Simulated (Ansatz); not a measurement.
```yaml
atoms:
  - { symbol: B, position_ang: [-0.7316, 1.2866, -0.8800] }
  - { symbol: C, position_ang: [0.1929, 0.1518, -0.4073] }
  - { symbol: Si, position_ang: [0.4058, -1.0953, 0.9892] }
  - { symbol: S, position_ang: [1.1366, 0.3897, -1.7454] }
  - { symbol: H, position_ang: [-1.6911, 1.0233, -1.5425] }
  - { symbol: H, position_ang: [-0.5411, 2.3995, -0.4875] }
  - { symbol: H, position_ang: [1.6104, -1.9296, 0.7604] }
  - { symbol: H, position_ang: [-0.8178, -1.9369, 1.0356] }
  - { symbol: H, position_ang: [0.5243, -0.3354, 2.2605] }
```

All numbers below come from RKS B3LYP/6-31G* in Ansatz 0.2.0.

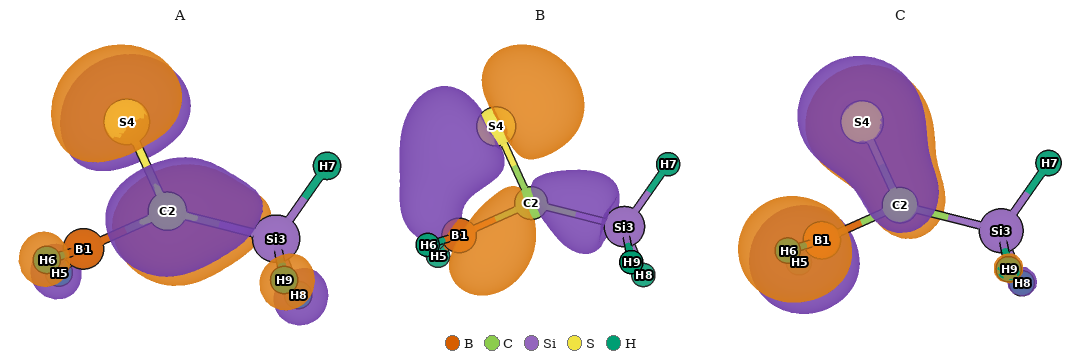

CH$_{5}$BSSi. Three frontier orbitals at ±0.1 Å⁻³ᐟ² (orange and purple are the two phases), in no order.

Question: Order the three orbitals by energy and name them.

Answer: C is the HOMO−1 (−7.95 eV). By Hirshfeld shares it lies mainly on S4 (about 45 %), B1 (about 15 %), C2 (about 10 %), H5 (about 10 %) and H6 (about 10 %). B is the HOMO (−6.82 eV). Its weight (Hirshfeld) is mainly on S4 (about 60 %), B1 (about 15 %), C2 (about 15 %) and Si3 (about 5 %). A is the LUMO (−3.06 eV). Its weight (Hirshfeld) is mainly on C2 (about 40 %) and S4 (about 35 %); π-antibonding (π*) across C2–S4.

Question: What is the HOMO–LUMO gap?

Answer: 3.76 eV between the orbital energies.
